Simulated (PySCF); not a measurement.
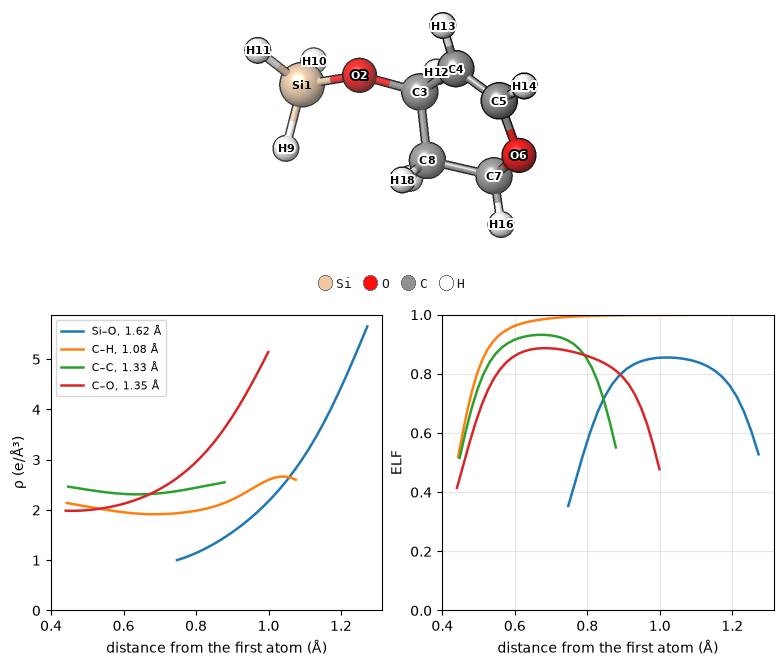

The picture shows: C₅H₁₀O₂Si (SMILES [SiH3]O[C@H]1C=COCC1). Total electron density and ELF along straight lines between neighbouring atoms. The curves leave out the atomic cores. The structure is drawn too.

Geometry: GFN2-xTB.

These are results of PySCF, PBE0/pcSseg-1, SCF density, gas phase, non-relativistic, not measurements.

```xyz
18

Si    2.8609   -0.3033    0.2454
O     1.5309    0.5676   -0.0445
C     0.2077    0.3749    0.3657
C    -0.6241    1.5362   -0.1050
C    -1.8531    1.3701   -0.5754
O    -2.5334    0.1997   -0.6308
C    -1.8988   -0.8991   -0.0028
C    -0.3906   -0.9080   -0.2193
H     2.8077   -1.6275   -0.3850
H     3.0543   -0.5101    1.6854
H     3.8490    0.5759   -0.3551
H     0.1909    0.3177    1.4678
H    -0.1577    2.5050   -0.1002
H    -2.4522    2.1812   -0.9630
H    -2.1183   -0.8661    1.0740
H    -2.3626   -1.7921   -0.4284
H     0.0510   -1.7880    0.2478
H    -0.1704   -0.9279   -1.2884
```

> What can be read from the curves?

Si–O (1.62 Å): ρ is about 1.2 e/Å³ halfway; the ELF peaks at about 0.85 between the atoms (a short, strongly polar bond).
C–H (1.08 Å): ρ is about 2 e/Å³ halfway; the ELF climbs to about 1 towards the hydrogen, as it does in any bond to H (an ordinary covalent bond to hydrogen).
C–C (1.33 Å): ρ at the midpoint is about 2.3 e/Å³; the ELF peaks at about 0.95 between the atoms; a short, multiple covalent bond.
C–O (1.35 Å): ρ is about 2.3 e/Å³ halfway, with its minimum of 2 e/Å³ about 0.5 Å from C; the ELF peaks at about 0.90 between the atoms: a polar covalent bond.
